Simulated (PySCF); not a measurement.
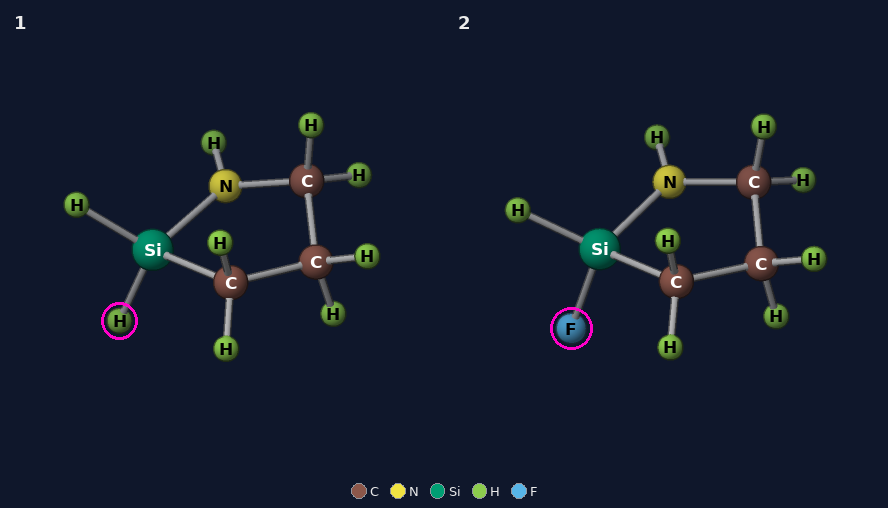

2 molecules with one skeleton, seen from the same side and at one scale; the atom that differs is circled. Charge 0, singlet. Computed geometries: PBE0-D3(BJ)/def2-SVP optimisations, one conformation each. Properties computed with PySCF 2.14.0.

One atom differs, called X below: H in panel 1, F in panel 2. Their formulas are C3H9NSi (`C1CN[SiH2]C1`), C3H8FNSi (`F[Si@H]1CCCN1`).

**In which is the GIAO shielding of the Si bonded to X larger (PBE0/6-31G)?**

In panel 1 (X = H).

**In which is the HOMO–LUMO gap larger (PBE0/6-31+G*)?**

In panel 2 (X = F).

Give the values. With PBE0-D3(BJ)/def2-SVP: length of X–Si (Å), angle X–Si–H (°). With PBE0/6-31+G*: dipole moment (D), HOMO energy (Kohn–Sham orbital) (eV), HOMO–LUMO gap (eV), mean static polarisability (bohr³), lowest vertical singlet excitation (eV). With PBE0/6-31G: Hirshfeld charge of X (e), GIAO shielding of the Si bonded to X (ppm).

| quantity | 1 (H) | 2 (F) | 2 − 1 |
| --- | --- | --- | --- |
| length of X–Si (Å) | 1.500 | 1.634 | +0.134 |
| angle X–Si–H (°) | 106.3 | 103.4 | −2.9 |
| dipole moment (D) | 0.94 | 2.44 | +1.50 |
| HOMO energy (Kohn–Sham orbital) (eV) | −6.44 | −6.99 | −0.55 |
| HOMO–LUMO gap (eV) | 6.65 | 7.16 | +0.51 |
| mean static polarisability (bohr³) | 64.4 | 62.0 | −2.4 |
| lowest vertical singlet excitation (eV) | 5.37 | 5.93 | +0.56 |
| Hirshfeld charge of X (e) | −0.09 | −0.25 | −0.16 |
| GIAO shielding of the Si bonded to X (ppm) | 446.5 | 412.3 | −34.2 |
